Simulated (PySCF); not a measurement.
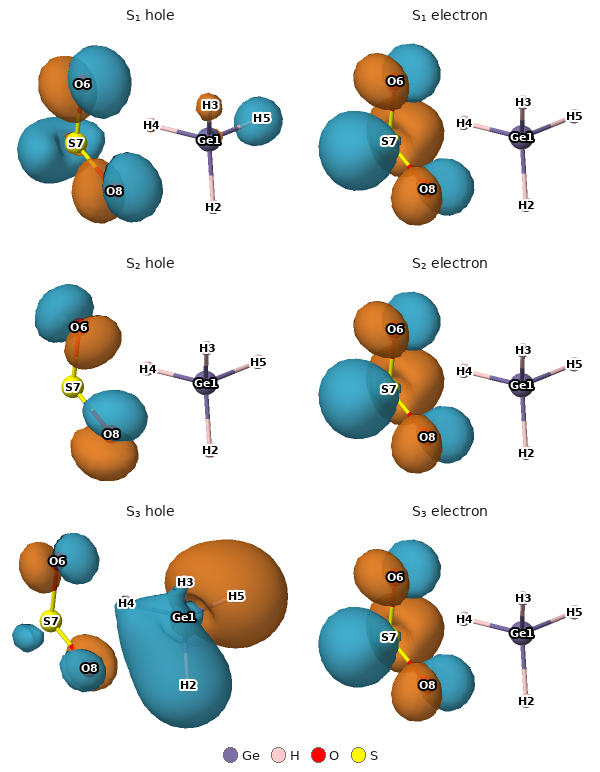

GeH4O2S, SMILES `[GeH4].O=S=O`. Leading natural transition orbitals (TDA singlet states).

Method: B3LYP/def2-SVP; geometry: GFN2-xTB; program: PySCF. The pair's geometry is semi-empirical, so its contact may be too short or too long. GFN2-xTB bond lengths at metals and heavier atoms can be off by up to 0.1 Å and shapes distorted, which carries into these values. Without diffuse functions Rydberg states are missing, so the states' numbers hold for this basis only.

Input script:

```python
import numpy as np
from pyscf import gto, scf, dft, tdscf
from pyscf.scf import atom_ks, atom_hf
from scipy.linalg import block_diag

def solve(mol, dm0=None, hcore=None):
    mf = (dft.UKS if mol.spin else dft.RKS)(mol, xc='b3lyp')
    mf.grids.level = 3
    mf = mf.density_fit(auxbasis='def2-universal-jkfit')
    mf.conv_tol, mf.max_cycle = 1e-8, 80
    if hcore is not None:
        mf.get_hcore = lambda *args: hcore
    mf.kernel(dm0)
    if not mf.converged:
        mf = mf.newton().run(mf.mo_coeff, mf.mo_occ, max_cycle=30)
    assert mf.converged, 'SCF not converged'
    return mf

mol = gto.M(atom='''
Ge    -1.40192     0.06057     0.00653
H     -1.46414    -1.41614    -0.04130
H     -0.81390     0.68476    -1.19559
H     -0.61873     0.46565     1.23232
H     -2.78752     0.59306     0.19523
O      1.85704     1.12364    -0.35698
S      1.66953    -0.10522     0.35545
O      1.12214    -1.19638    -0.40385
''', basis='def2-svp', charge=0, spin=0, verbose=4)
mf = solve(mol)
td = mf.TDA()
td.nstates, td.singlet, td.conv_tol = 5, True, 1e-5
td.kernel()
td.analyze()
x, y = np.array([p[0] for p in td.xy]), np.array([p[1] + 0 * p[0] for p in td.xy])
f, mu = td.oscillator_strength(), td.transition_dipole()
nto = [td.get_nto(state=i + 1, verbose=4) for i in range(len(td.e))]
# spherically averaged free atoms, for the promolecule
atm = atom_ks.get_atm_nrks(mol, xc='b3lyp')
pro = block_diag(*[(atm[a[0]][2] * atm[a[0]][3]) @ atm[a[0]][2].T for a in mol._atom])
np.savez('result.npz', e=td.e, f=f, ok=td.converged, w=[n[0] for n in nto], nto=[n[1] for n in nto], x=x, y=y, c=mf.mo_coeff, occ=mf.mo_occ, eps=mf.mo_energy, pro=pro, mu=mu)
```

Launched as:

```sh
OMP_NUM_THREADS=1 python input.py
```

The run took 84 s on 1 thread of Intel(R) Xeon(R) Processor @ 2.70GHz (shared host), peak memory 0.56 GiB.

Q: Describe these excited states.

A: By state:
- S₁: 4.03 eV (308 nm), f = 0.015; the leading pair carries 100 %; hole on O6 (33 %), O8 (28 %) and S7 (25 %), electron on S7 (49 %), O6 (24 %) and O8 (22 %); their centroids lie 0.5 Å apart.
- S₂: 4.35 eV (285 nm), f = 0.000 (very weak); the leading pair carries 100 %; hole on O8 (46 %), O6 (40 %) and S7 (12 %), electron on S7 (49 %), O6 (23 %) and O8 (22 %); their centroids lie 0.4 Å apart.
- S₃: 5.10 eV (243 nm), f = 0.005, charge transfer, whose energy this functional puts too low; the leading pair carries 99 %; hole on Ge1 (38 %), H5 (29 %) and H2 (16 %), electron on S7 (49 %), O6 (23 %) and O8 (21 %); their centroids lie 3.0 Å apart.
